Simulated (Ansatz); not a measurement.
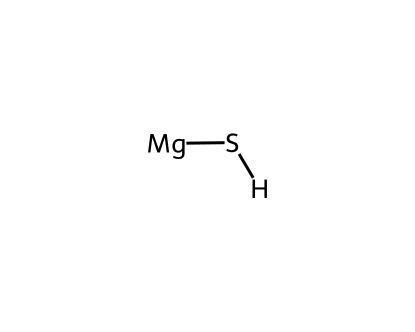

State: neutral, doublet.

Transcribe the drawing into SMILES.

Answer. [Mg][SH]

What is the molecular formula?

Answer. HMgS.

More results for the same structure follow; atom numbers are the same in all pictures, views and colours differ. The geometry was computed by an optimisation with PBE0-D4/def2-TZVP.

**Geometry**

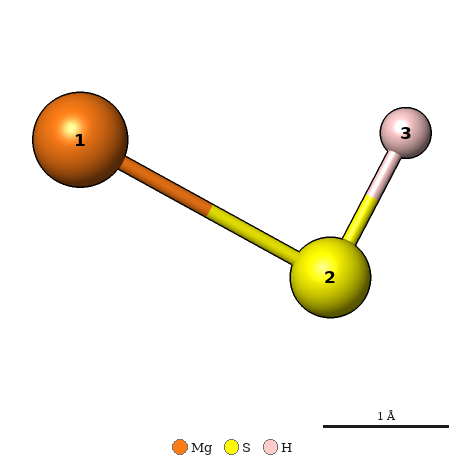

Numbered structure.

What are the angles Mg1–S2–H3?

| angle | degrees |
| --- | --- |
| Mg1–S2–H3 | 91.4 |

**Charges**

The questions are on Mulliken charges. Level of theory: UKS PBE0-D4/def2-TZVP (Ansatz 0.2.0).

List the Mulliken charges.

| atom | value (e) |
| --- | --- |
| Mg1 | 0.39 |
| S2 | −0.54 |
| H3 | 0.15 |

**Dipole moment**

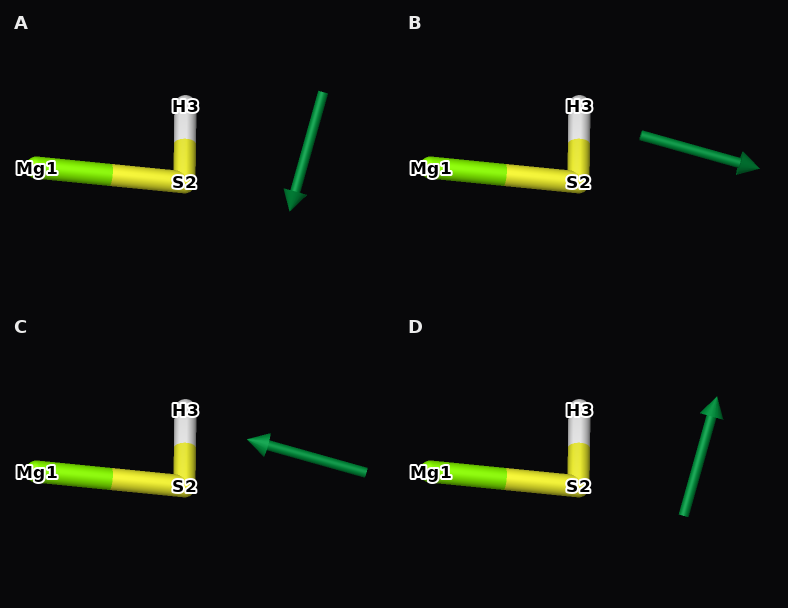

The same molecule four times, each with an arrow. Properties computed with UKS PBE0-D4/def2-TZVP (Ansatz 0.2.0).

Which arrow points along the dipole moment, from the negative to the positive end?

Answer. C. The dipole moment is 2.79 D; it points from the side of S2 to the side of Mg1 (the outermost atoms at the two ends).

**Electronic properties**

Properties computed with UKS PBE0-D4/def2-QZVPP (Ansatz 0.2.0).

Predict the main results.

- HOMO energy (Kohn–Sham orbital): −5.41 eV
- ⟨S²⟩ of the determinant: 0.752

Mulliken values depend strongly on the basis set and can even reverse the polarity of a bond.
